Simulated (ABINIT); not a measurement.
**CdSiS3 (Pm-3m): zone-centre phonons**

Aim: the zone-centre modes of CdSiS3 (Pm-3m).

Calculated with ABINIT 10.8.3; DFT PBEsol, scalar-relativistic, plane waves, PseudoDojo norm-conserving pseudopotentials.

The structure was built from a prototype and need not be the compound's stable phase.

**1. Set-up**

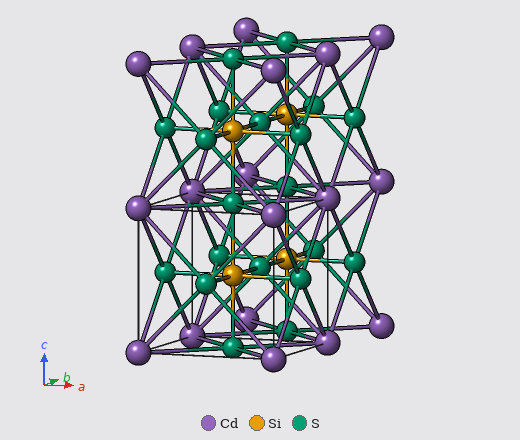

The cell as given, slightly off an axis (cadmium purple, silicon orange, sulfur teal). 1×2×2 cells are drawn. Some periodic images of atoms are drawn too.

Structure file:

```cif
data_structure
_symmetry_space_group_name_H-M 'Pm-3m'
_symmetry_Int_Tables_number 221
_cell_length_a 4.3904
_cell_length_b 4.3904
_cell_length_c 4.3904
_cell_angle_alpha 90.000
_cell_angle_beta 90.000
_cell_angle_gamma 90.000
_cell_volume 84.63
loop_
_atom_site_label
_atom_site_type_symbol
_atom_site_symmetry_multiplicity
_atom_site_Wyckoff_symbol
_atom_site_fract_x
_atom_site_fract_y
_atom_site_fract_z
_atom_site_occupancy
Cd1 Cd 1 a 0.00000 0.00000 0.00000 1
Si1 Si 1 b 0.50000 0.50000 0.50000 1
S1 S 3 c 0.50000 0.50000 0.00000 1
```

**2. A probe with smearing**

A first run with smearing and empty bands tells whether the crystal has a gap, which decides between fixed occupations and smearing later on.

probe.abi reads:

```
# ground state
tolvrs 1.0d-08
prtden 1
prtwf 1

# basis, mesh and filling
ecut 47.0
ngkpt 4 4 4
nshiftk 1
shiftk 0.0 0.0 0.0
istwfk *1
occopt 7
tsmear 0.005
nband 30
nstep 100
diemac 9.0
prtebands 0
prtgsr 0
useylm 1

# cell and atoms
acell 8.296653578 8.296653578 8.296653578
rprim 
    1.0 0.0 0.0
    0.0 1.0 0.0
    0.0 0.0 1.0
ntypat 3
znucl 48 14 16
natom 5
typat 1 2 3 3 3
xred 
    0.0 0.0 0.0
    0.5 0.5 0.5
    0.5 0.5 0.0
    0.5 0.0 0.5
    0.0 0.5 0.5
pp_dirpath "./pseudo"
pseudos "Cd.upf, Si.upf, S.upf"
```

Started as:

```bash
$ OMP_NUM_THREADS=1 mpirun -n 4 abinit probe.abi > probe.log
```

Numbers of over 12 decimals in the logs are rounded to 6 here.

probe.abo, the main output file:

```text
[banners, grids, parts of the stress and lines that vanish by symmetry left out]
- input  file    -> probe.abi
- output file    -> probe.abo
- root for input  files -> probei
[...]
Symmetries : space group Pm -3 m (#221); Bravais cP (primitive cubic)
[...]
mpw =        8836          nfft =      157464          nkpt =          10
[...]
== DATASET  1 ==================================================================
[...]
cutoff_energies: {ecut:  47.0, pawecutdg:  -1.0, }
[...]
ETOT  1  -208.47407530230    -2.085E+02 1.368E+00 1.975E+04
 ETOT  2  -209.14866525153    -6.746E-01 1.249E-01 3.475E+04
 ETOT  3  -212.09333767656    -2.945E+00 4.761E-02 4.160E+03
 ETOT  4  -212.34265481041    -2.493E-01 1.131E-01 1.516E+03
 ETOT  5  -212.44889403842    -1.062E-01 7.222E-03 3.257E+02
[...]
ETOT 12  -212.48098807597    -8.913E-09 7.101E-04 3.405E-06
 ETOT 13  -212.48098807620    -2.314E-10 9.321E-04 9.551E-09
 At SCF step   13       vres2   =  9.55E-09 < tolvrs=  1.00E-08 =>converged.
[...]
sigma(1 1)= -2.76006783E-04  sigma(3 2)=  0.00000000E+00
  sigma(2 2)= -2.76006783E-04  sigma(3 1)=  0.00000000E+00
  sigma(3 3)= -2.76006783E-04  sigma(2 1)=  0.00000000E+00
[...]
convergence: {deltae: -2.314E-10, res2:  9.551E-09, residm:  9.321E-04, diffor: null, }
etotal    :  -2.12480988E+02
[...]
sigma(1 1)= -2.76006783E-04  sigma(3 2)=  0.00000000E+00
  sigma(2 2)= -2.76006783E-04  sigma(3 1)=  0.00000000E+00
  sigma(3 3)= -2.76006783E-04  sigma(2 1)=  0.00000000E+00
[...]
- sigma(1 1)= -8.12039992E+00  sigma(3 2)=  0.00000000E+00
- sigma(2 2)= -8.12039992E+00  sigma(3 1)=  0.00000000E+00
- sigma(3 3)= -8.12039992E+00  sigma(2 1)=  0.00000000E+00
[...]
fcart     -0.0000000000E+00 -0.0000000000E+00 -0.0000000000E+00
           strten     -2.7600678329E-04 -2.7600678329E-04 -2.7600678329E-04
================================================================================

[key lines of the parts left out:]
pressure_GPa:   8.1204E+00
```

Wall time 44 s (4 MPI ranks of Arm Neoverse V1, shared host); 2.9 min of CPU time.

Numbers from this step:

- volume per atom: 16.93 Å³
- pressure: 8.120 GPa
- gap on the k-mesh: 0 eV

No gap opens on this mesh, so smearing is kept; the printed pressure holds the stress of the finite basis too.

**3. Rough relaxation**

The typed start is rough, so a first relaxation with smearing and loose thresholds takes it towards rest cheaply.

prerelax.abi reads:

```
# relaxation
ionmov 2
optcell 2
dilatmx 1.15
chkdilatmx 0
ntime 40
tolmxf 3.0d-04
tolvrs 1.0d-10
prtwf 0
prtden 0
chksymtnons 0

# basis, mesh and filling
ecut 46.0
ecutsm 3.0
ngkpt 4 4 4
nshiftk 1
shiftk 0.0 0.0 0.0
istwfk *1
occopt 7
tsmear 0.005
nband 30
nstep 100
diemac 1000000.0
prtebands 0
prtgsr 0
useylm 1

# cell and atoms
acell 8.296653578 8.296653578 8.296653578
rprim 
    1.0 0.0 0.0
    0.0 1.0 0.0
    0.0 0.0 1.0
ntypat 3
znucl 48 14 16
natom 5
typat 1 2 3 3 3
xred 
    0.0 0.0 0.0
    0.5 0.5 0.5
    0.5 0.5 0.0
    0.5 0.0 0.5
    0.0 0.5 0.5
pp_dirpath "./pseudo"
pseudos "Cd.upf, Si.upf, S.upf"
```

Started as:

```bash
$ OMP_NUM_THREADS=1 mpirun -n 4 abinit prerelax.abi > prerelax.log
```

prerelax.abo, the main output file:

```text
[banners, grids, parts of the stress and lines that vanish by symmetry left out]
- input  file    -> prerelax.abi
- output file    -> prerelax.abo
- root for input  files -> prerelaxi
[...]
Symmetries : space group Pm -3 m (#221); Bravais cP (primitive cubic)
[...]
mpw =       13037          nfft =      216000          nkpt =          10
[...]
== DATASET  1 ==================================================================
[...]
cutoff_energies: {ecut:  46.0, pawecutdg:  -1.0, }
[...]
ETOT  1  -208.28019764321    -2.083E+02 1.594E+00 2.901E+04
 ETOT  2  -209.61257404913    -1.332E+00 1.746E-01 3.886E+04
 ETOT  3  -212.11486286421    -2.502E+00 8.690E-02 5.541E+03
 ETOT  4  -212.35458198216    -2.397E-01 5.415E-02 1.869E+03
 ETOT  5  -212.45482243909    -1.002E-01 1.160E-02 3.595E+02
[...]
At SCF step   15       vres2   =  9.04E-12 < tolvrs=  1.00E-10 =>converged.
[...]
ETOT 10  -212.48702649925    -9.948E-13 8.924E-05 1.442E-12
 At SCF step   10       vres2   =  1.44E-12 < tolvrs=  1.00E-10 =>converged.
[...]
sigma(1 1)= -1.48389273E-06  sigma(3 2)=  0.00000000E+00
  sigma(2 2)= -1.48389273E-06  sigma(3 1)=  0.00000000E+00
  sigma(3 3)= -1.48389273E-06  sigma(2 1)=  0.00000000E+00
[...]
convergence: {deltae: -9.948E-13, res2:  1.442E-12, residm:  8.924E-05, diffor: null, }
etotal    :  -2.12487026E+02
[...]
At Broyd/MD step   4, gradients are converged :
[...]
sigma(1 1)= -1.48389273E-06  sigma(3 2)=  0.00000000E+00
  sigma(2 2)= -1.48389273E-06  sigma(3 1)=  0.00000000E+00
  sigma(3 3)= -1.48389273E-06  sigma(2 1)=  0.00000000E+00
[...]
- sigma(1 1)= -4.36576314E-02  sigma(3 2)=  0.00000000E+00
- sigma(2 2)= -4.36576314E-02  sigma(3 1)=  0.00000000E+00
- sigma(3 3)= -4.36576314E-02  sigma(2 1)=  0.00000000E+00
[...]
fcart     -0.0000000000E+00 -0.0000000000E+00 -0.0000000000E+00
           strten     -1.4838927314E-06 -1.4838927314E-06 -1.4838927314E-06
================================================================================

[key lines of the parts left out:]
pressure_GPa:   4.3658E-02
Total energy (etotal) [Ha]= -2.12487026499248E+02
```

The job ended after 3.5 min (4 MPI ranks; 14 min of CPU time).

Relaxation path:

| step | energy less that of the first step (eV) | largest force (eV/Å) | volume (Å³) |
| --- | --- | --- | --- |
| 1 | 0.0000 | 0.0000 | 84.63 |
| 2 | -0.0933 | 0.0000 | 86.80 |
| 3 | -0.1783 | 0.0000 | 91.49 |
| 4 | -0.1792 | 0.0000 | 92.04 |

| conventional cell, symmetrised | before | after | change |
| --- | --- | --- | --- |
| a (Å) | 4.390 | 4.515 | +2.8 % |
| b (Å) | 4.390 | 4.515 | +2.8 % |
| c (Å) | 4.390 | 4.515 | +2.8 % |
| volume (Å³/atom) | 16.93 | 18.41 | +8.8 % |

Final coordinates:

```xyz
5
Lattice="4.5150 0.0000 0.0000 0.0000 4.5150 0.0000 0.0000 0.0000 4.5150" Properties=species:S:1:pos:R:3 pbc="T T T"
Cd    0.0000    0.0000    0.0000
Si    2.2575    2.2575    2.2575
S     2.2575    2.2575    0.0000
S     2.2575    0.0000    2.2575
S     0.0000    2.2575    2.2575
```

Read from the output:

```
volume per atom : 18.41 Å³
pressure        : 0.04366 GPa
```

The volume changes by +8.8 % in this run and stands +8.8 % from the first cell.

**4. Relaxation**

The harmonic expansion needs vanishing forces, and a free crystal bears no stress, so cell and atoms are brought to rest. Stress is more sensitive to the basis than forces are: the last 3 Ha under the cutoff are smoothed with ecutsm, and the cutoff is raised above that of the later runs.

relax.abi reads:

```
# relaxation
ionmov 2
optcell 2
dilatmx 1.08
ntime 40
tolmxf 1.0d-05
tolvrs 1.0d-14
prtwf 0
prtden 0
chksymtnons 0

# basis, mesh and filling
ecut 57.0
ecutsm 3.0
ngkpt 6 6 6
nshiftk 1
shiftk 0.0 0.0 0.0
istwfk *1
occopt 7
tsmear 0.01
nband 30
nstep 100
diemac 1000000.0
prtebands 0
prtgsr 0
useylm 1

# cell and atoms
acell 8.532077912 8.532077912 8.532077912
rprim 
    1.0 0.0 0.0
    0.0 1.0 0.0
    0.0 0.0 1.0
ntypat 3
znucl 48 14 16
natom 5
typat 1 2 3 3 3
xred 
    0.0 0.0 0.0
    0.5 0.5 0.5
    0.5 0.5 0.0
    0.5 0.0 0.5
    0.0 0.5 0.5
pp_dirpath "./pseudo"
pseudos "Cd.upf, Si.upf, S.upf"
```

Started as:

```bash
$ OMP_NUM_THREADS=1 mpirun -n 4 abinit relax.abi > relax.log
```

relax.abo, the main output file:

```text
[banners, grids, parts of the stress and lines that vanish by symmetry left out]
- input  file    -> relax.abi
- output file    -> relax.abo
- root for input  files -> relaxi
[...]
Symmetries : space group Pm -3 m (#221); Bravais cP (primitive cubic)
[...]
mpw =       16176          nfft =      262144          nkpt =          20
[...]
== DATASET  1 ==================================================================
[...]
cutoff_energies: {ecut:  57.0, pawecutdg:  -1.0, }
[...]
ETOT  1  -207.76084250747    -2.078E+02 1.986E+00 3.798E+04
 ETOT  2  -209.24350269647    -1.483E+00 4.660E-01 5.097E+04
 ETOT  3  -212.02793772486    -2.784E+00 1.099E-01 8.029E+03
 ETOT  4  -212.34262063478    -3.147E-01 3.579E-02 2.557E+03
 ETOT  5  -212.46507579403    -1.225E-01 3.478E-02 4.176E+02
[...]
At SCF step   17       vres2   =  2.64E-15 < tolvrs=  1.00E-14 =>converged.
[...]
sigma(1 1)=  1.17471357E-05  sigma(3 2)=  0.00000000E+00
  sigma(2 2)=  1.17471357E-05  sigma(3 1)=  0.00000000E+00
  sigma(3 3)=  1.17471357E-05  sigma(2 1)=  0.00000000E+00
[...]
convergence: {deltae:  2.146E-11, res2:  2.640E-15, residm:  2.746E-04, diffor: null, }
etotal    :  -2.12490300E+02
[...]
ETOT  1  -212.49015348535    -2.125E+02 9.733E-03 2.935E+00
[...]
At SCF step   11       vres2   =  3.37E-16 < tolvrs=  1.00E-14 =>converged.
[...]
sigma(1 1)=  8.87902143E-06  sigma(3 2)=  0.00000000E+00
  sigma(2 2)=  8.87902143E-06  sigma(3 1)=  0.00000000E+00
  sigma(3 3)=  8.87902143E-06  sigma(2 1)=  0.00000000E+00
[...]
convergence: {deltae: -2.765E-11, res2:  3.370E-16, residm:  3.903E-04, diffor: null, }
etotal    :  -2.12490306E+02
[...]
ETOT  1  -212.48886997180    -2.125E+02 1.008E-02 2.785E+01
[...]
ETOT 10  -212.49031533244    -4.718E-12 2.131E-05 3.907E-13
 ETOT 11  -212.49031533242     2.103E-11 3.838E-05 3.302E-15
 At SCF step   11       vres2   =  3.30E-15 < tolvrs=  1.00E-14 =>converged.
[...]
sigma(1 1)= -6.09031333E-08  sigma(3 2)=  0.00000000E+00
  sigma(2 2)= -6.09031333E-08  sigma(3 1)=  0.00000000E+00
  sigma(3 3)= -6.09031333E-08  sigma(2 1)=  0.00000000E+00
[...]
convergence: {deltae:  2.103E-11, res2:  3.302E-15, residm:  3.838E-05, diffor: null, }
etotal    :  -2.12490315E+02
[...]
At Broyd/MD step   3, gradients are converged :
[...]
sigma(1 1)= -6.09031333E-08  sigma(3 2)=  0.00000000E+00
  sigma(2 2)= -6.09031333E-08  sigma(3 1)=  0.00000000E+00
  sigma(3 3)= -6.09031333E-08  sigma(2 1)=  0.00000000E+00
[...]
- sigma(1 1)= -1.79183204E-03  sigma(3 2)=  0.00000000E+00
- sigma(2 2)= -1.79183204E-03  sigma(3 1)=  0.00000000E+00
- sigma(3 3)= -1.79183204E-03  sigma(2 1)=  0.00000000E+00
[...]
fcart     -0.0000000000E+00 -0.0000000000E+00 -0.0000000000E+00
           strten     -6.0903133253E-08 -6.0903133255E-08 -6.0903133259E-08
================================================================================

[key lines of the parts left out:]
pressure_GPa:   1.7918E-03
Total energy (etotal) [Ha]= -2.12490315332415E+02
```

The job ended after 5.1 min (4 MPI ranks; 20 min of CPU time).

Relaxation path:

| step | energy less that of the first step (eV) | largest force (eV/Å) | volume (Å³) |
| --- | --- | --- | --- |
| 1 | 0.0000 | 0.0000 | 92.04 |
| 2 | -0.0002 | 0.0000 | 91.94 |
| 3 | -0.0004 | 0.0000 | 91.64 |

| conventional cell, symmetrised | before | after | change |
| --- | --- | --- | --- |
| a (Å) | 4.515 | 4.508 | -0.1 % |
| b (Å) | 4.515 | 4.508 | -0.1 % |
| c (Å) | 4.515 | 4.508 | -0.1 % |
| volume (Å³/atom) | 18.41 | 18.33 | -0.4 % |

Final coordinates:

```xyz
5
Lattice="4.5085 0.0000 0.0000 0.0000 4.5085 0.0000 0.0000 0.0000 4.5085" Properties=species:S:1:pos:R:3 pbc="T T T"
Cd    0.0000    0.0000    0.0000
Si    2.2542    2.2542    2.2542
S     2.2542    2.2542    0.0000
S     2.2542    0.0000    2.2542
S     0.0000    2.2542    2.2542
```

Read from the output:

```
volume per atom : 18.33 Å³
pressure        : 0.001792 GPa
```

The volume changes by -0.4 % in this run and stands +8.3 % from the first cell.

**5. Ground state**

First-order wavefunctions inherit every error of the ground state, hence the very tight tolvrs. Smearing stays on, as the first look found no gap above 0.3 eV.

gs.abi reads:

```
# ground state
tolvrs 1.0d-16
prtden 1
prtwf 1

# basis, mesh and filling
ecut 47.0
ngkpt 6 6 6
nshiftk 1
shiftk 0.0 0.0 0.0
istwfk *1
occopt 7
tsmear 0.01
nband 30
nstep 100
diemac 1000000.0
prtebands 0
prtgsr 0
useylm 1

# cell and atoms
acell 8.519802814 8.519802814 8.519802814
rprim 
    1.0 0.0 0.0
    0.0 1.0 0.0
    0.0 0.0 1.0
ntypat 3
znucl 48 14 16
natom 5
typat 1 2 3 3 3
xred 
    0.0 0.0 0.0
    0.5 0.5 0.5
    0.5 0.5 0.0
    0.5 0.0 0.5
    0.0 0.5 0.5
pp_dirpath "./pseudo"
pseudos "Cd.upf, Si.upf, S.upf"
```

Started as:

```bash
$ OMP_NUM_THREADS=1 mpirun -n 4 abinit gs.abi > gs.log
```

gs.abo, the main output file:

```text
[banners, grids, parts of the stress and lines that vanish by symmetry left out]
- input  file    -> gs.abi
- output file    -> gs.abo
- root for input  files -> gsi
[...]
Symmetries : space group Pm -3 m (#221); Bravais cP (primitive cubic)
[...]
mpw =        9570          nfft =      157464          nkpt =          20
[...]
== DATASET  1 ==================================================================
[...]
cutoff_energies: {ecut:  47.0, pawecutdg:  -1.0, }
[...]
ETOT  1  -208.18509444394    -2.082E+02 1.747E+00 2.060E+04
 ETOT  2  -209.65284550874    -1.468E+00 1.787E-01 2.666E+04
 ETOT  3  -212.08475773195    -2.432E+00 5.278E-02 4.293E+03
 ETOT  4  -212.36030967694    -2.756E-01 2.276E-02 1.336E+03
 ETOT  5  -212.47735947717    -1.170E-01 6.643E-03 1.265E+02
[...]
ETOT 17  -212.49007510495     3.411E-13 3.715E-04 2.900E-16
 ETOT 18  -212.49007510494     8.754E-12 2.665E-03 3.168E-17
 At SCF step   18       vres2   =  3.17E-17 < tolvrs=  1.00E-16 =>converged.
[...]
sigma(1 1)=  6.39623866E-06  sigma(3 2)=  0.00000000E+00
  sigma(2 2)=  6.39623866E-06  sigma(3 1)=  0.00000000E+00
  sigma(3 3)=  6.39623866E-06  sigma(2 1)=  0.00000000E+00
[...]
convergence: {deltae:  8.754E-12, res2:  3.168E-17, residm:  2.665E-03, diffor: null, }
etotal    :  -2.12490075E+02
[...]
sigma(1 1)=  6.39623866E-06  sigma(3 2)=  0.00000000E+00
  sigma(2 2)=  6.39623866E-06  sigma(3 1)=  0.00000000E+00
  sigma(3 3)=  6.39623866E-06  sigma(2 1)=  0.00000000E+00
[...]
- sigma(1 1)=  1.88183838E-01  sigma(3 2)=  0.00000000E+00
- sigma(2 2)=  1.88183838E-01  sigma(3 1)=  0.00000000E+00
- sigma(3 3)=  1.88183838E-01  sigma(2 1)=  0.00000000E+00
[...]
fcart     -0.0000000000E+00 -0.0000000000E+00 -0.0000000000E+00
           strten      6.3962386595E-06  6.3962386595E-06  6.3962386595E-06
================================================================================

[key lines of the parts left out:]
pressure_GPa:  -1.8818E-01
```

It took 97 s on 4 MPI ranks.

Read from the output:

```
pressure : -0.1882 GPa
```

The cell stands at -0.19 GPa: the relaxation ran with a smoothed and higher cutoff, and the difference is a stress of the finite basis.

[end of part 1 of 4]

[Host names and launcher messages were left out of these logs when they were recorded.]

[Logs are printed without paths, hosts, clocks, repeated set-up lines and the standing remarks that a program may print on its own settings, such as how far it seeks lower states.]

[Hosts, paths, dates, database ids (printed as entryN), source tags and the programs' standing remarks are cut or masked in the printed files.]
